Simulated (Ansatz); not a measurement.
# H2SSi (SMILES [SiH2]=S): what the fields show

Input file:

```
crystal:
  periodic: [false, false, false]
  atoms:
    - {symbol: S, position_ang: [-1.348579, 0.911911, 4.148139]}
    - {symbol: Si, position_ang: [-2.035044, -0.904286, 3.929819]}
    - {symbol: H, position_ang: [-1.965046, -1.977563, 4.965381]}
    - {symbol: H, position_ang: [-2.707539, -1.424930, 2.702672]}
basis:
  gaussian:
    orbitals: def2-TZVPD
hamiltonian:
  xc: {name: PBE0}
output: {forces: true, orbitals: {seedname: orbitals}}
```

Command:

```sh
ansatz run input.yaml --threads 1 --pin off --max-ram 2610MiB --events-out events.jsonl --progress --plain --runs-dir runs
```

Geometry: r2SCAN-D4/def2-SVP.

All numbers below come from Ansatz 0.2.0, isolated molecule in a Gaussian basis; Kohn-Sham density functional theory, functional PBE0.

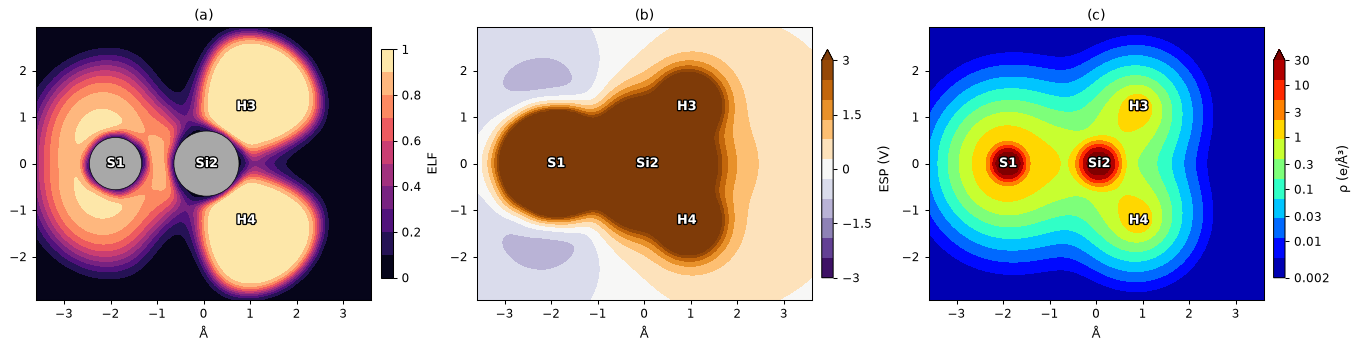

Figure 1. (a) ELF; (b) electrostatic potential; (c) total electron density on the molecular plane. Grey discs cover the atomic cores in the ELF map.

> What do the fields say about this system?

- Atoms in the plane: S, Si and H.
- Si–S (1.95 Å): the density is about 1 e/Å³ at the midpoint; the ELF peaks at about 0.85 between the atoms; localised, covalent bonding.
- Si–H (1.49 Å): ρ is about 0.82 e/Å³ halfway; the ELF climbs to about 1 towards the hydrogen, as it does in any bond to H.
- The ELF also peaks beside S1, away from the bonds: lone-pair regions.
- Outside the dense part of the molecule the potential is most negative (−1.0 V) near S1.

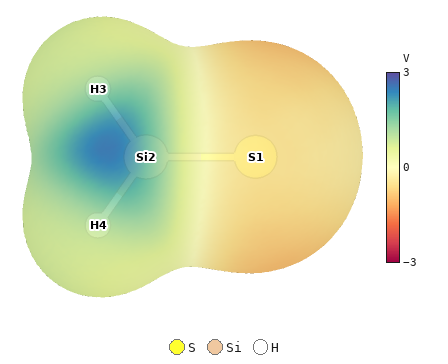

Figure 2. The molecular electrostatic potential painted on the density surface at 0.002 e/bohr³, seen across its widest extent; red is negative and blue positive.

> Describe the electrostatic potential map.

The most negative region (about −1.0 V) lies over S1, the most positive (about +2.5 V) over Si2.

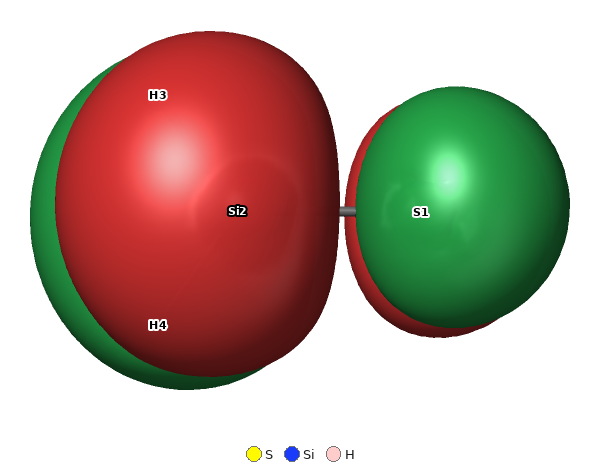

Figure 3. One frontier orbital at ±0.06 Å⁻³ᐟ² (green and red are the two phases), seen across its widest extent.

> Which orbital is it: HOMO or LUMO?

The LUMO, at −2.68 eV. It lies mainly on Si2 (about 60 %) and S1 (about 30 %); it changes sign across the molecular plane (π type); π-antibonding (a node) across S1–Si2.

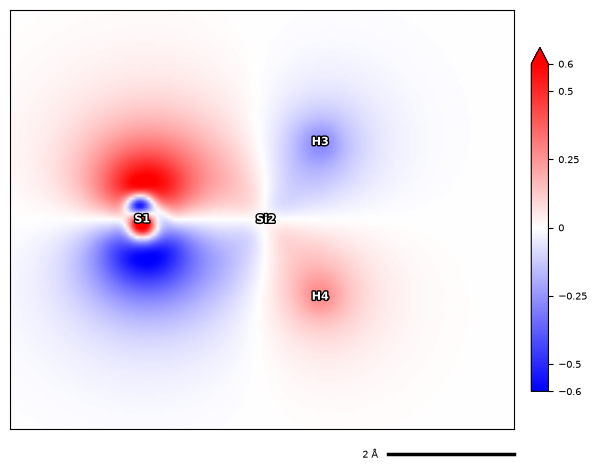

Figure 4. The HOMO on the molecular plane (values in Å⁻³ᐟ²; the overall sign is arbitrary).

> Where does this orbital lie, and at what energy?

By Hirshfeld shares it lies mainly on S1 (about 80 %); it is symmetric in the molecular plane (an in-plane orbital: σ, lone-pair or in-plane π type); largely a lone pair of S1. Its energy is −7.24 eV.
